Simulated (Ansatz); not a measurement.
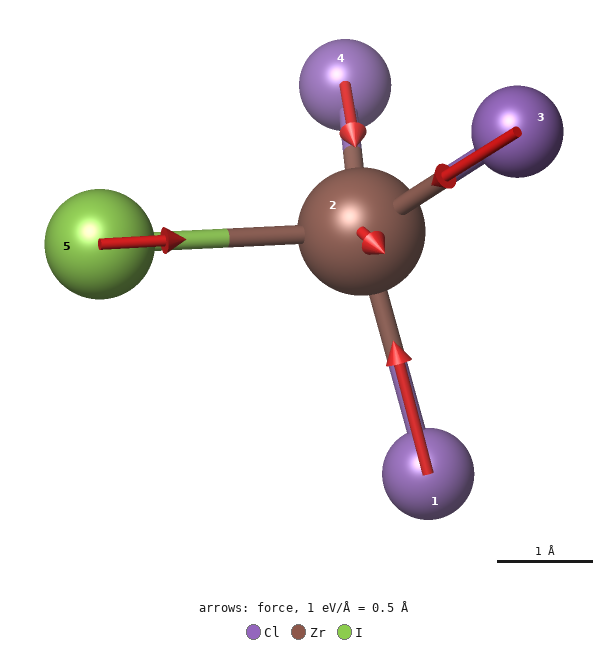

Starting geometry of ZrICl$_{3}$ (coarse preliminary run) with the computed forces as red arrows. The picture is a ball-and-stick view, seen face on.

The start comes from a force field.

Computed with RKS PBE-D4/def2-SVP in Ansatz 0.2.0.

Input file:
```yaml
crystal:
  periodic: [false, false, false]
  atoms:
    - {symbol: Cl, position_ang: [-0.802700, -0.207100, 2.568600]}
    - {symbol: Zr, position_ang: [-0.036500, -0.154400, 0.002900]}
    - {symbol: Cl, position_ang: [2.353500, -1.295900, -0.190500]}
    - {symbol: Cl, position_ang: [-1.520900, -1.103800, -1.730800]}
    - {symbol: I, position_ang: [0.056400, 2.687600, -0.691600]}
basis:
  gaussian: {orbitals: def2-SVP}
hamiltonian: {xc: pbe, dispersion: d4}
relax: {f_tol: 0.03, max_steps: 200}
```

Launched with:
```bash
ansatz run in.yaml --threads 4 --pin off --events-out ev --progress --plain --max-ram 10444MiB
```

Q: Is this structure relaxed? If not, where do the atoms go?

A: It isn't relaxed: the largest force vector, on Cl1, is 2.93 eV/Å. The atoms end up moving mostly along the starting forces (cosine between the two patterns 0.89). Over 4 geometry steps the energy falls by 159.8 kJ/mol. Largest force component: 2.8 eV/Å at the start, 0.0089 eV/Å at the end. The atom that moves furthest after the best rigid fit is Cl1 (0.38 Å). Largest moves by element: Cl 0.38 Å, I 0.23 Å, Zr 0.07 Å. Near-neighbour distances that change, for instance: Cl1–Zr2 2.678 → 2.333 Å, Zr2–Cl3 2.656 → 2.332 Å, Zr2–I5 2.927 → 2.698 Å, Zr2–Cl4 2.472 → 2.332 Å. Among the angles between lasting bonds that change: Cl1–Zr2–Cl4 119.5° → 109.9°, Cl4–Zr2–I5 103.0° → 109.2°, Cl1–Zr2–I5 104.8° → 109.1°. The run took 4 s on 4 threads of AMD EPYC 9R45 96-Core (shared host).
